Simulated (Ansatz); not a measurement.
Electronic density of states of amorphous Ti20O43Y2, density 3.74 g/cm³, on a 2×2×2 Γ-centred mesh with a Gaussian width of 0.1 eV; energies count from the Fermi level, whose place inside the gap is arbitrary. Cell and mesh are small, so fine structure isn't converged. The numbers are results of PBE, scalar-relativistic without spin-orbit coupling (plane waves to 420 eV, PAW; Ansatz, a program for electronic structure), not measurements. Sampling: a 2×2×2 Γ-centred mesh; Fermi-Dirac width 0.02 eV; no spin polarisation. At PBE the levels at the filled edge of the gap are localised (band-tail or defect states).

Preparation: random packing, a CHGNet melt and quench, and a DFT relaxation. O atoms were pushed apart under 1.9 Å during the dynamics, to hinder bonds among them. The hot cell started wider than the set density and was brought back towards it in steps. It is the lowest in DFT energy of 2 quenches. It is a model cell: composition and starting density were chosen by hand, and all elements were melted together. No dispersion term was used. Its density started from a set value of 3.74 and ended at 3.74 g/cm³. The simulated quench (nominally 240 K/ps over its main leg) is rapid and tends to freeze in more defects than a deposited or slowly cooled glass has. A cell of this size samples the disorder only roughly. The volume was held where the preparation left it and the shape relaxed, at a PBE pressure of 0.4 GPa. Stress components on the final sampling reach 0.5 GPa.

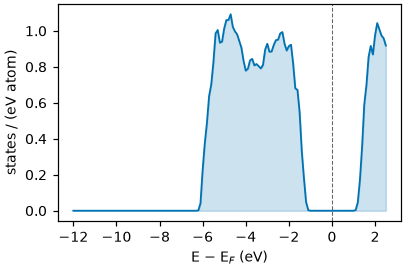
Figure: Density of states per atom

The level gap on this mesh is 2.55 eV; the broadening fills part of it in the curve.
